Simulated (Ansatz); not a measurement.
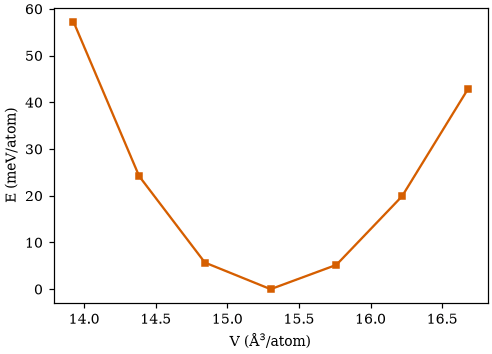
Figure. TiAl (L1₀ or tetragonal B2, P4/mmm) under volume change, plane-wave PAW LDA (Ansatz code), shape and atoms relaxed at each volume.

### Question
What does a third-order Birch–Murnaghan fit give for V₀, B₀ and B′?

### Answer
V₀ = 15.30 Å³/atom, B₀ = 127 GPa, B′ = 3.9.

Symmetry was held in the LDA relaxation; of distortions, only those at the zone centre were tested. No spin polarisation was allowed.

Potentials: the later of the program's two PAW sets.
